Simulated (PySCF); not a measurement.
**C₄H₃AlF₂ (SMILES C=CC#[C][Al]([F])[F]): density, localisation and related maps**

```yaml
atoms:
  - { symbol: C, position_ang: [-2.4084, -0.2227, 0.7191] }
  - { symbol: C, position_ang: [-1.4182, -0.8144, 0.0583] }
  - { symbol: C, position_ang: [-0.0958, -0.3283, 0.0623] }
  - { symbol: C, position_ang: [1.0478, 0.0833, 0.0577] }
  - { symbol: Al, position_ang: [2.8314, 0.7692, 0.0729] }
  - { symbol: F, position_ang: [4.0454, 0.0862, -0.8031] }
  - { symbol: F, position_ang: [3.2457, 2.0873, 0.9670] }
  - { symbol: H, position_ang: [-2.2443, 0.6704, 1.2988] }
  - { symbol: H, position_ang: [-3.4108, -0.6139, 0.6980] }
  - { symbol: H, position_ang: [-1.5838, -1.7124, -0.5247] }
```

Geometry: GFN2-xTB.

The calculation used PySCF, CAM-B3LYP/def2-SVPD, SCF density, gas phase.

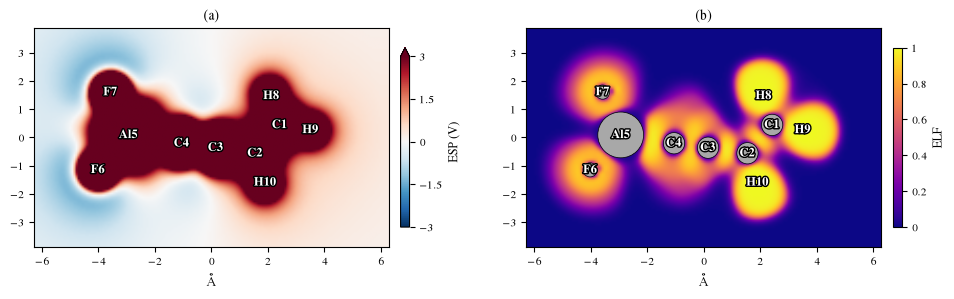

Figure 1. (a) molecular electrostatic potential; (b) electron localisation function on the molecular plane. Grey discs cover the atomic cores in the ELF map.

Question: What do the fields say about this system?

Answer:
- The section cuts through C, Al, F and H sites.
- C–C (1.22 Å): the ELF peaks at about 0.90 between the atoms; a short, multiple covalent bond.
- Al–F (1.65 Å): the ELF peaks at about 0.85 in the valence shell of F, 0.5 Å from its nucleus, and is about 0.30 at the midpoint.
- C–Al (1.91 Å): the ELF peaks at about 0.95 between the atoms (a shared but strongly polarised pair).
- C–H (1.08 Å): the ELF climbs to about 1 towards the hydrogen, as it does in any bond to H: a covalent bond by its length.
- C–C (1.33 Å): the ELF peaks at about 0.95 between the atoms (a short, multiple covalent bond).
- The ELF also peaks beside F6 and F7, away from the bonds: lone-pair regions.
- Outside the dense part of the molecule the potential is most negative (−1.3 V) near F6.

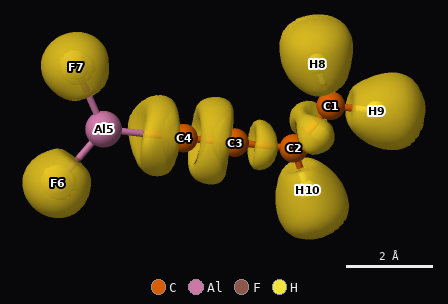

Figure 2. Isosurface of the electron localisation function at 0.75 (yellow), seen at a tilt. Core shells and regions of very low density are left out.

Question: Describe the localisation domains.

Answer: The ELF exceeds this value in three regions between bonded C–C atoms (shared pairs), three regions around hydrogen nuclei, one lobe of the valence shell of C pointing towards Al (polar bonds) and two regions wrapped around F (the valence shell of each).

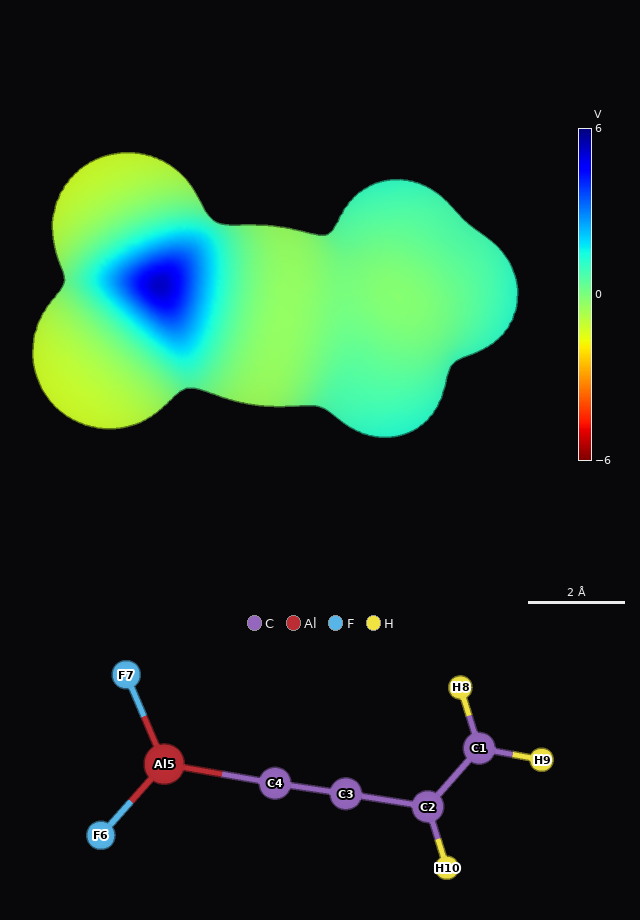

Figure 3. The molecular electrostatic potential painted on the density surface at 0.002 e/bohr³, seen across its widest extent; red is negative and blue positive. The bare structure is drawn below in the same view.

Question: Describe the electrostatic potential map.

Answer: The most negative region (about −1.2 V, or −28 kcal/mol for a unit charge) lies over F6 and F7, the most positive (about +4.9 V, or +113 kcal/mol for a unit charge) over Al5.

Question: How polar is the molecule by this calculation?

Answer: Its dipole moment is 3.42 D.
